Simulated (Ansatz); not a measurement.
# C7H16 (2,3-dimethylpentane): a chain of runs

We compute a structure relaxation (singlet C7H16, HF/STO-3G), then the harmonic vibrations (singlet C7H16, HF/STO-3G), then the energy (doublet [C7H16]+, UHF/STO-3G), then a structure relaxation (doublet [C7H16]+, UHF/STO-3G), then a structure relaxation (singlet C7H16, HF/3-21G), then the harmonic vibrations (singlet C7H16, HF/3-21G) of C7H16. 

The results are computed with Ansatz 0.2.0.

**1. Starting point**

C7H16: 23 atoms, total charge 0, spin state singlet. As SMILES, `CCC(C)C(C)C`. Geometry: relaxed at PBE0-D4/def2-TZVP. This is one conformer, not always the lowest. The run starts from this shape.

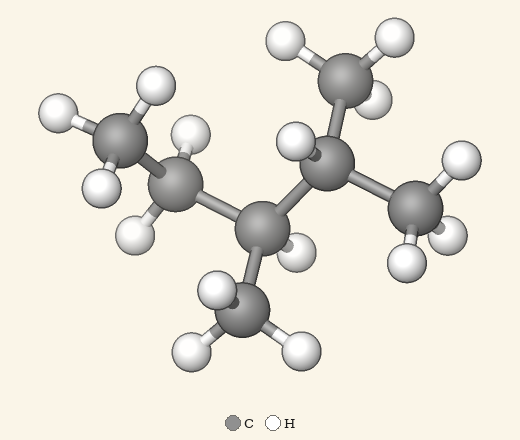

Viewed from a chosen angle; carbon grey, hydrogen white.

**2. A geometry optimisation at HF/STO-3G (run 1)**

run.yaml reads:

```yaml
basis:
  gaussian:
    orbitals: STO-3G
crystal:
  periodic: [false, false, false]
  atoms:
    - symbol: C
      position_ang: [-1.024000, 1.956100, -0.805900]
    - symbol: C
      position_ang: [-0.714300, 0.581800, -1.379100]
    - symbol: C
      position_ang: [-0.433200, -0.511900, -0.342600]
    - symbol: C
      position_ang: [-1.693200, -0.831700, 0.455100]
    - symbol: C
      position_ang: [0.761800, -0.194700, 0.570600]
    - symbol: C
      position_ang: [1.072500, -1.349200, 1.515600]
    - symbol: C
      position_ang: [2.011600, 0.163100, -0.223200]
    - symbol: H
      position_ang: [-0.179700, 2.361300, -0.242600]
    - symbol: H
      position_ang: [-1.886300, 1.931800, -0.135400]
    - symbol: H
      position_ang: [-1.252500, 2.665200, -1.604900]
    - symbol: H
      position_ang: [0.133600, 0.660600, -2.065600]
    - symbol: H
      position_ang: [-1.560200, 0.251900, -1.992200]
    - symbol: H
      position_ang: [-0.163000, -1.414600, -0.909800]
    - symbol: H
      position_ang: [-1.938300, -0.027800, 1.155500]
    - symbol: H
      position_ang: [-2.549800, -0.962500, -0.211600]
    - symbol: H
      position_ang: [-1.588500, -1.750000, 1.034400]
    - symbol: H
      position_ang: [0.489900, 0.673400, 1.186100]
    - symbol: H
      position_ang: [1.287600, -2.263300, 0.951800]
    - symbol: H
      position_ang: [1.951600, -1.123500, 2.124400]
    - symbol: H
      position_ang: [0.248200, -1.562800, 2.197500]
    - symbol: H
      position_ang: [1.884000, 1.069600, -0.817500]
    - symbol: H
      position_ang: [2.860000, 0.325900, 0.446100]
    - symbol: H
      position_ang: [2.282200, -0.648800, -0.906700]
hamiltonian:
  xc: hf
output:
  orbitals: {seedname: orbitals}
relax:
  f_tol: 0.002
```

Launch:

```
ansatz run run.yaml --threads 1 --pin off --max-ram 3480MiB --events-out events.jsonl --progress --plain --runs-dir runs
```

Standard output:

```text
Warning: RAYON_NUM_THREADS=1 ignored (pool sized by the plan → 1); use --threads N
The last accepted step is kept in runs//last_step.txt (removed where the run ends without a failure and the disk answers)
[... 62 lines left out ...]
Total energy: -7379.71420558 eV, -271.1994949050 hartree
[... 23 lines left out ...]
Dipole moment:    -0.000472    -0.002266    -0.005398 e Å
```

Wall time 18 s (1 thread of Arm Neoverse V2, shared host); peak memory 0.12 GiB.

Steps, from the record of the run:

```
step  energy from the first frame kept (eV)  largest force (eV/Å)
   1                                 0.0000                1.4708
   2                                -0.0923                0.2508
   3                                -0.0956                0.1344
   4                                -0.0974                0.0096
   5                                -0.0975                0.0021
   6                                -0.0975                0.0037
   7                                -0.0975                0.0045
   8                                -0.0975                0.0007
```

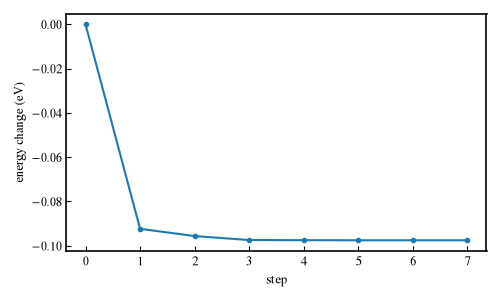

Energy along the run.

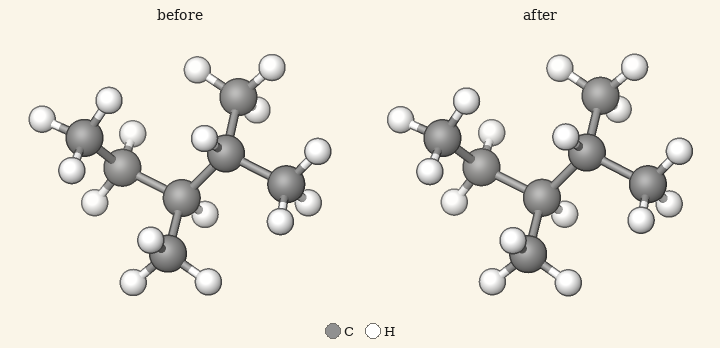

Before and after, at one scale.

After the run. Some bond lengths: C1–C2 1.542 Å, C2–C3 1.556 Å, C3–C4 1.549 Å, C3–C5 1.562 Å, C5–C6 1.548 Å, C5–C7 1.548 Å, C1–H8 1.085 Å, C1–H9 1.085 Å, C1–H10 1.086 Å, C2–H11 1.087 Å, C2–H12 1.088 Å, C3–H13 1.091 Å, C4–H14 1.085 Å, C4–H15 1.086 Å, C4–H16 1.084 Å, C5–H17 1.090 Å. Some angles: C1–C2–C3 115.5°, C2–C3–C4 110.4°, C2–C3–C5 113.6°, C4–C3–C5 111.7°, C3–C5–C6 111.5°, C3–C5–C7 112.1°, C6–C5–C7 109.1°, C1–C2–H11 108.9°, C1–C2–H12 108.5°, C3–C2–H11 109.3°.

**3. The harmonic vibrations at HF/STO-3G (run 2)**

in.yaml reads:

```yaml
crystal:
  periodic: [false, false, false]
  atoms:
    - {symbol: C, position_ang: [-1.067068, 1.984602, -0.818827]}
    - {symbol: C, position_ang: [-0.725744, 0.597411, -1.399347]}
    - {symbol: C, position_ang: [-0.431491, -0.514679, -0.351003]}
    - {symbol: C, position_ang: [-1.708571, -0.839858, 0.462773]}
    - {symbol: C, position_ang: [0.781080, -0.191755, 0.579449]}
    - {symbol: C, position_ang: [1.085013, -1.365321, 1.542300]}
    - {symbol: C, position_ang: [2.058259, 0.146908, -0.226479]}
    - {symbol: H, position_ang: [-0.237877, 2.391401, -0.249557]}
    - {symbol: H, position_ang: [-1.934896, 1.936797, -0.169315]}
    - {symbol: H, position_ang: [-1.290127, 2.676423, -1.625683]}
    - {symbol: H, position_ang: [0.125398, 0.694646, -2.068208]}
    - {symbol: H, position_ang: [-1.562125, 0.262635, -2.010009]}
    - {symbol: H, position_ang: [-0.172735, -1.408427, -0.920494]}
    - {symbol: H, position_ang: [-1.923321, -0.060626, 1.186952]}
    - {symbol: H, position_ang: [-2.563040, -0.930786, -0.200656]}
    - {symbol: H, position_ang: [-1.603003, -1.777404, 0.997012]}
    - {symbol: H, position_ang: [0.526669, 0.675955, 1.187698]}
    - {symbol: H, position_ang: [1.267745, -2.281135, 0.988015]}
    - {symbol: H, position_ang: [1.970068, -1.144771, 2.131048]}
    - {symbol: H, position_ang: [0.264042, -1.538980, 2.228793]}
    - {symbol: H, position_ang: [1.937840, 1.058510, -0.800840]}
    - {symbol: H, position_ang: [2.897676, 0.287044, 0.447565]}
    - {symbol: H, position_ang: [2.306211, -0.658691, -0.911188]}
basis:
  gaussian:
    orbitals: STO-3G
hamiltonian:
  xc: hf
phonons:
  temperatures: {t_min: 298.15, t_max: 298.15, t_step: 1}
```

Launch:

```
ansatz run in.yaml --threads 1 --pin off --max-ram 3480MiB --events-out events.jsonl --progress --plain --runs-dir runs
```

Standard output:

```text
Warning: RAYON_NUM_THREADS=1 ignored (pool sized by the plan → 1); use --threads N
[... 733 lines left out ...]
Total energy: -7379.71419953 eV, -271.1994946826 hartree
[... 23 lines left out ...]
Dipole moment:    -0.000471    -0.002265    -0.005398 e Å
Vibrations: 74.11 107.60 209.90 216.00 243.29 255.43 281.93 337.90 419.92 431.82 462.66 505.25 647.16 890.27 931.75 1014.52 1107.18 1113.79 1157.23 1166.36 1191.10 1207.89 1238.30 1313.27 1370.08 1405.14 1413.03 1441.88 1533.05 1565.87 1621.24 1647.33 1673.04 1711.17 1740.83 1745.29 1749.62 1752.52 1832.59 1836.08 1841.19 1842.80 1845.03 1847.17 1848.22 1855.54 1861.17 3570.68 3571.60 3573.51 3575.12 3611.81 3630.50 3647.18 3723.56 3748.09 3750.28 3750.86 3752.35 3758.18 3761.27 3761.64 3764.54 cm⁻¹, zero-point energy 7.095347 eV
```

Run time: 4.4 min. Hardware: 1 thread of Arm Neoverse V2, shared host; peak memory 0.12 GiB.

**4. The doublet cation: the energy at UHF/STO-3G (run 3)**

in.yaml: that of step 3 with these lines changed.

```diff
@@ -27,7 +27,5 @@
 basis:
-  gaussian:
-    orbitals: STO-3G
-hamiltonian:
-  xc: hf
-phonons:
-  temperatures: {t_min: 298.15, t_max: 298.15, t_step: 1}
+  gaussian: {orbitals: STO-3G}
+total_charge: 1
+magnetization: {spin_polarized: true, initial_magnetization: 1}
+hamiltonian: {xc: hf}
```

Launch:

```
ansatz run in.yaml --threads 1 --pin off --max-ram 3480MiB --events-out events.jsonl --progress --plain --runs-dir runs
```

Standard output:

```text
Warning: RAYON_NUM_THREADS=1 ignored (pool sized by the plan → 1); use --threads N
Functional definition: HF
  name "HF"
  exchange = exact_x
  correlation = 0
732 factors; integrals over basis functions are off by at most 3.7e-5 eV
mean field evaluation 1: about -7368.2376 eV, gradient 1.2e1 eV
mean field evaluation 2: about -7368.7340 eV, gradient 1.2e1 eV
mean field evaluation 4: about -7370.1646 eV, gradient 1.7e0 eV
mean field evaluation 8: about -7370.2660 eV, gradient 3.0e-1 eV
mean field evaluation 16: about -7370.0388 eV, gradient 4.0e0 eV
mean field evaluation 32: about -7369.8672 eV, gradient 2.0e0 eV
mean field evaluation 64: about -7369.8407 eV, gradient 1.7e0 eV
mean field evaluation 96: about -7369.3789 eV, gradient 7.8e-1 eV
mean field evaluation 128: about -7370.3240 eV, gradient 6.9e-4 eV
mean field -7370.32398990 eV, -270.8544108437 hartree, gradient 6.5e-6 eV, S^2 0.758063; 3 other end points of the search recorded, 0 dependent functions left out
reference -7370.32398990 eV, -270.8544108437 hartree; 29, 28 occupied and 22, 23 virtual orbitals, 732 factors
Total energy: -7370.32398990 eV, -270.8544108437 hartree
```

Run time: 4.5 s. Hardware: 1 thread of Arm Neoverse V2, shared host; peak memory 0.13 GiB.

**5. The doublet cation: a geometry optimisation at UHF/STO-3G (run 4)**

job.yaml reads:

```yaml
crystal:
  periodic: [false, false, false]
  atoms:
    - {symbol: C, position_ang: [-1.067068, 1.984602, -0.818827]}
    - {symbol: C, position_ang: [-0.725744, 0.597411, -1.399347]}
    - {symbol: C, position_ang: [-0.431491, -0.514679, -0.351003]}
    - {symbol: C, position_ang: [-1.708571, -0.839858, 0.462773]}
    - {symbol: C, position_ang: [0.781080, -0.191755, 0.579449]}
    - {symbol: C, position_ang: [1.085013, -1.365321, 1.542300]}
    - {symbol: C, position_ang: [2.058259, 0.146908, -0.226479]}
    - {symbol: H, position_ang: [-0.237877, 2.391401, -0.249557]}
    - {symbol: H, position_ang: [-1.934896, 1.936797, -0.169315]}
    - {symbol: H, position_ang: [-1.290127, 2.676423, -1.625683]}
    - {symbol: H, position_ang: [0.125398, 0.694646, -2.068208]}
    - {symbol: H, position_ang: [-1.562125, 0.262635, -2.010009]}
    - {symbol: H, position_ang: [-0.172735, -1.408427, -0.920494]}
    - {symbol: H, position_ang: [-1.923321, -0.060626, 1.186952]}
    - {symbol: H, position_ang: [-2.563040, -0.930786, -0.200656]}
    - {symbol: H, position_ang: [-1.603003, -1.777404, 0.997012]}
    - {symbol: H, position_ang: [0.526669, 0.675955, 1.187698]}
    - {symbol: H, position_ang: [1.267745, -2.281135, 0.988015]}
    - {symbol: H, position_ang: [1.970068, -1.144771, 2.131048]}
    - {symbol: H, position_ang: [0.264042, -1.538980, 2.228793]}
    - {symbol: H, position_ang: [1.937840, 1.058510, -0.800840]}
    - {symbol: H, position_ang: [2.897676, 0.287044, 0.447565]}
    - {symbol: H, position_ang: [2.306211, -0.658691, -0.911188]}
basis:
  gaussian:
    orbitals: STO-3G
total_charge: 1
magnetization:
  spin_polarized: true
  initial_magnetization: 1
hamiltonian:
  xc: hf
relax: {}
```

Launch:

```
ansatz run job.yaml --threads 1 --pin off --max-ram 3480MiB --events-out events.jsonl --progress --plain --runs-dir runs
```

Standard output:

```text
Warning: RAYON_NUM_THREADS=1 ignored (pool sized by the plan → 1); use --threads N
The last accepted step is kept in runs//last_step.txt (removed where the run ends without a failure and the disk answers)
[... 91 lines left out ...]
Total energy: -7371.68448144 eV, -270.9044079858 hartree
[... 23 lines left out ...]
Dipole moment:     0.140791    -0.265411     0.091677 e Å
```

It took 35 s on 1 thread of Arm Neoverse V2, shared host; peak memory 0.15 GiB.

Steps, from the record of the run:

```
step  energy from the first frame kept (eV)  largest force (eV/Å)
   1                                 0.0000                7.8482
   2                                -0.8271                1.4377
   3                                -1.0999                1.6010
   4                                -1.1890                1.6434
   5                                -1.1823                2.6438
   6                                -1.3319                0.6532
   7                                -1.3377                0.3374
   8                                -1.3406                0.4766
   9                                -1.3586                0.0664
  10                                -1.3588                0.0583
  11                                -1.3595                0.0215
  12                                -1.3596                0.0079
```

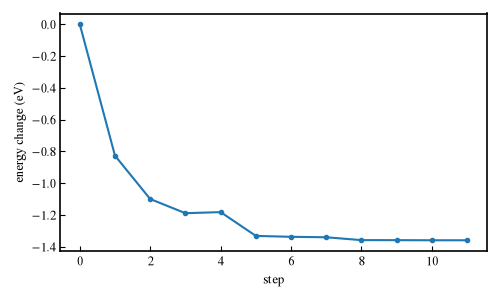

Energy along the run.

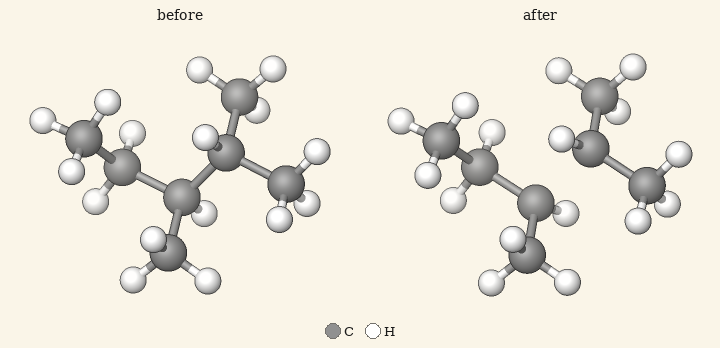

Before and after, at one scale.

After the run. Some bond lengths: C1–C2 1.541 Å, C2–C3 1.539 Å, C3–C4 1.532 Å, C5–C6 1.530 Å, C5–C7 1.530 Å, C1–H8 1.086 Å, C1–H9 1.085 Å, C1–H10 1.086 Å, C2–H11 1.087 Å, C2–H12 1.096 Å, C3–H13 1.098 Å, C4–H14 1.086 Å, C4–H15 1.091 Å, C4–H16 1.084 Å, C5–H17 1.098 Å, C6–H18 1.087 Å. Some angles: C1–C2–C3 116.8°, C2–C3–C4 117.5°, C6–C5–C7 116.0°, C1–C2–H11 111.1°, C1–C2–H12 109.2°, C3–C2–H11 109.8°, C3–C2–H12 102.5°, C2–C1–H8 111.5°, C2–C1–H9 111.4°, C2–C1–H10 108.6°. A long bond or contact: C3–C5 1.912 Å.

**6. A geometry optimisation at HF/3-21G (run 5)**

run.yaml reads:

```yaml
crystal:
  periodic: [false, false, false]
  atoms:
    - {symbol: C, position_ang: [-1.024000, 1.956100, -0.805900]}
    - {symbol: C, position_ang: [-0.714300, 0.581800, -1.379100]}
    - {symbol: C, position_ang: [-0.433200, -0.511900, -0.342600]}
    - {symbol: C, position_ang: [-1.693200, -0.831700, 0.455100]}
    - {symbol: C, position_ang: [0.761800, -0.194700, 0.570600]}
    - {symbol: C, position_ang: [1.072500, -1.349200, 1.515600]}
    - {symbol: C, position_ang: [2.011600, 0.163100, -0.223200]}
    - {symbol: H, position_ang: [-0.179700, 2.361300, -0.242600]}
    - {symbol: H, position_ang: [-1.886300, 1.931800, -0.135400]}
    - {symbol: H, position_ang: [-1.252500, 2.665200, -1.604900]}
    - {symbol: H, position_ang: [0.133600, 0.660600, -2.065600]}
    - {symbol: H, position_ang: [-1.560200, 0.251900, -1.992200]}
    - {symbol: H, position_ang: [-0.163000, -1.414600, -0.909800]}
    - {symbol: H, position_ang: [-1.938300, -0.027800, 1.155500]}
    - {symbol: H, position_ang: [-2.549800, -0.962500, -0.211600]}
    - {symbol: H, position_ang: [-1.588500, -1.750000, 1.034400]}
    - {symbol: H, position_ang: [0.489900, 0.673400, 1.186100]}
    - {symbol: H, position_ang: [1.287600, -2.263300, 0.951800]}
    - {symbol: H, position_ang: [1.951600, -1.123500, 2.124400]}
    - {symbol: H, position_ang: [0.248200, -1.562800, 2.197500]}
    - {symbol: H, position_ang: [1.884000, 1.069600, -0.817500]}
    - {symbol: H, position_ang: [2.860000, 0.325900, 0.446100]}
    - {symbol: H, position_ang: [2.282200, -0.648800, -0.906700]}
basis:
  gaussian: {orbitals: 3-21G.json}
hamiltonian: {xc: hf}
relax: {f_tol: 0.002}
output: {orbitals: {seedname: orbitals}}
```

The basis set 3-21G is read from a file made from the Basis Set Exchange's data (not shown).

Launch:

```
ansatz run run.yaml --threads 1 --pin off --max-ram 3480MiB --events-out events.jsonl --progress --plain --runs-dir runs
```

Standard output:

```text
Warning: RAYON_NUM_THREADS=1 ignored (pool sized by the plan → 1); use --threads N
The last accepted step is kept in runs//last_step.txt (removed where the run ends without a failure and the disk answers)
[... 49 lines left out ...]
Total energy: -7425.60580380 eV, -272.8859800333 hartree
[... 23 lines left out ...]
Dipole moment:    -0.001936     0.000413    -0.004054 e Å
```

It took 17 s on 1 thread of Arm Neoverse V2, shared host; peak memory 0.22 GiB.

Step by step:

```
step  energy from the first frame kept (eV)  largest force (eV/Å)
   1                                 0.0000                1.0685
   2                                -0.0491                0.3928
   3                                -0.0563                0.0880
   4                                -0.0578                0.0053
   5                                -0.0578                0.0027
   6                                -0.0578                0.0007
```

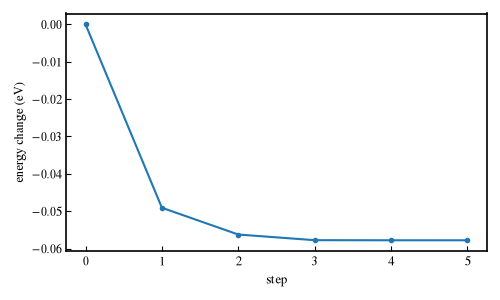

Energy along the run.

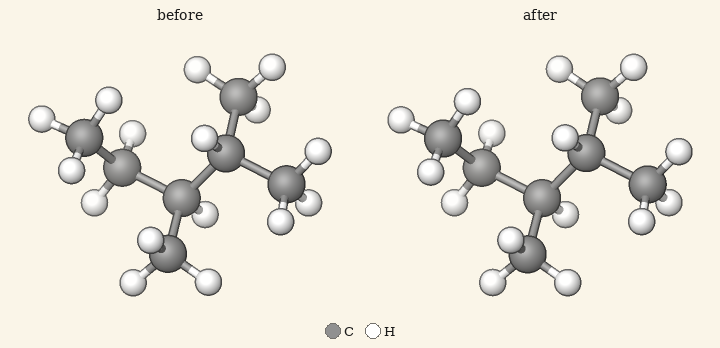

Before and after, at one scale.

After the run. Some bond lengths: C1–C2 1.542 Å, C2–C3 1.550 Å, C3–C4 1.545 Å, C3–C5 1.551 Å, C5–C6 1.544 Å, C5–C7 1.543 Å, C1–H8 1.083 Å, C1–H9 1.083 Å, C1–H10 1.085 Å, C2–H11 1.083 Å, C2–H12 1.086 Å, C3–H13 1.088 Å, C4–H14 1.084 Å, C4–H15 1.085 Å, C4–H16 1.082 Å, C5–H17 1.085 Å. Some angles: C1–C2–C3 114.8°, C2–C3–C4 109.9°, C2–C3–C5 113.4°, C4–C3–C5 111.7°, C3–C5–C6 111.2°, C3–C5–C7 111.8°, C6–C5–C7 108.4°, C1–C2–H11 109.1°, C1–C2–H12 108.7°, C3–C2–H11 109.6°.

**7. The harmonic vibrations at HF/3-21G (run 6)**

input.yaml reads:

```yaml
crystal:
  periodic: [false, false, false]
  atoms:
    - {symbol: C, position_ang: [-1.055780, 1.971510, -0.805954]}
    - {symbol: C, position_ang: [-0.719274, 0.587403, -1.397569]}
    - {symbol: C, position_ang: [-0.427720, -0.515831, -0.348338]}
    - {symbol: C, position_ang: [-1.708281, -0.826172, 0.459240]}
    - {symbol: C, position_ang: [0.769329, -0.183107, 0.580459]}
    - {symbol: C, position_ang: [1.085021, -1.361084, 1.528049]}
    - {symbol: C, position_ang: [2.043089, 0.150327, -0.224913]}
    - {symbol: H, position_ang: [-0.224199, 2.371325, -0.238164]}
    - {symbol: H, position_ang: [-1.920180, 1.921969, -0.155065]}
    - {symbol: H, position_ang: [-1.280580, 2.672691, -1.602747]}
    - {symbol: H, position_ang: [0.126090, 0.684627, -2.068289]}
    - {symbol: H, position_ang: [-1.556671, 0.254593, -2.003782]}
    - {symbol: H, position_ang: [-0.159311, -1.412988, -0.902428]}
    - {symbol: H, position_ang: [-1.933758, -0.023711, 1.152804]}
    - {symbol: H, position_ang: [-2.554944, -0.944602, -0.208907]}
    - {symbol: H, position_ang: [-1.607277, -1.742570, 1.026209]}
    - {symbol: H, position_ang: [0.506212, 0.677729, 1.186679]}
    - {symbol: H, position_ang: [1.296690, -2.257567, 0.952867]}
    - {symbol: H, position_ang: [1.958119, -1.133775, 2.130495]}
    - {symbol: H, position_ang: [0.264777, -1.571321, 2.201982]}
    - {symbol: H, position_ang: [1.925690, 1.046773, -0.820137]}
    - {symbol: H, position_ang: [2.880992, 0.305906, 0.446358]}
    - {symbol: H, position_ang: [2.291969, -0.672226, -0.888848]}
basis:
  gaussian: {orbitals: 3-21G.json}
phonons: {temperatures: {t_min: 298.15, t_max: 298.15, t_step: 1}}
hamiltonian: {xc: hf}
```

The basis set 3-21G is read from a file made from the Basis Set Exchange's data (not shown).

Launch:

```
ansatz run input.yaml --threads 1 --pin off --max-ram 3480MiB --events-out events.jsonl --progress --plain --runs-dir runs
```

Standard output:

```text
Warning: RAYON_NUM_THREADS=1 ignored (pool sized by the plan → 1); use --threads N
[... 733 lines left out ...]
Total energy: -7425.60580241 eV, -272.8859799820 hartree
[... 23 lines left out ...]
Dipole moment:    -0.001936     0.000413    -0.004054 e Å
Vibrations: 75.89 108.89 211.45 221.33 248.25 260.53 285.05 334.78 406.50 417.37 448.70 482.10 595.39 800.23 853.80 895.16 967.19 1025.54 1033.05 1050.72 1073.72 1101.25 1154.56 1167.87 1254.99 1284.06 1301.52 1321.76 1428.85 1444.58 1469.08 1487.55 1512.92 1531.05 1562.17 1570.91 1576.65 1585.25 1658.69 1659.23 1669.39 1674.13 1675.93 1677.49 1681.42 1685.64 1698.49 3176.93 3188.70 3194.24 3197.46 3199.38 3207.84 3212.02 3237.26 3238.91 3250.11 3251.59 3255.75 3263.09 3268.98 3274.88 3279.43 cm⁻¹, zero-point energy 6.343504 eV
```

It took 4.8 min on 1 thread of Arm Neoverse V2, shared host; peak memory 0.22 GiB.

**8. What came out**

| quantity | value |
| --- | --- |
| run 1, HF/STO-3G: total energy at the end | -271.19949 Eh |
| run 1, HF/STO-3G: dipole moment | 0.03 D |
| run 1, HF/STO-3G: HOMO energy | -10.56 eV |
| run 1, HF/STO-3G: LUMO energy | 15.60 eV |
| run 1, HF/STO-3G: HOMO–LUMO gap | 26.16 eV |
| run 2, HF/STO-3G: largest force on an atom | 0.001 eV/Å |
| run 2, HF/STO-3G: lowest harmonic wavenumber | 74 cm⁻¹ |
| run 2, HF/STO-3G: highest harmonic wavenumber | 3765 cm⁻¹ |
| run 2, HF/STO-3G: zero-point energy | 684.6 kJ/mol |
| doublet cation, run 3: total energy | -270.85441 Eh |
| doublet cation, run 3: ⟨S²⟩ | 0.758 |
| doublet cation, run 4: total energy at the end | -270.90441 Eh |
| doublet cation, run 4: ⟨S²⟩ | 0.756 |
| run 5, HF/3-21G: total energy at the end | -272.88598 Eh |
| run 5, HF/3-21G: dipole moment | 0.02 D |
| run 5, HF/3-21G: HOMO energy | -11.56 eV |
| run 5, HF/3-21G: LUMO energy | 6.63 eV |
| run 5, HF/3-21G: HOMO–LUMO gap | 18.19 eV |
| run 6, HF/3-21G: largest force on an atom | 0.001 eV/Å |
| run 6, HF/3-21G: lowest harmonic wavenumber | 76 cm⁻¹ |
| run 6, HF/3-21G: highest harmonic wavenumber | 3279 cm⁻¹ |
| run 6, HF/3-21G: zero-point energy | 612.1 kJ/mol |
| vertical ionisation energy (to the doublet cation) | 9.390 eV |
| adiabatic ionisation energy (to the doublet cation, no zero-point term) | 8.030 eV |

**Reading.** Removing an electron at fixed nuclei costs 9.39 eV (906 kJ/mol). In a minimal basis such a difference can be off by several eV, whatever the method. The adiabatic ionisation energy (to the doublet cation, no zero-point term) is 8.03 eV (775 kJ/mol). The optimisation (run 1, HF/STO-3G) took 7 steps and changed the energy by -0.098 eV. All 63 modes (run 2, HF/STO-3G) are real, so the shape is a minimum at this level. Mulliken charges (run 2, HF/STO-3G) run from -0.18 on C4 to +0.06 on H20; they depend strongly on the basis.
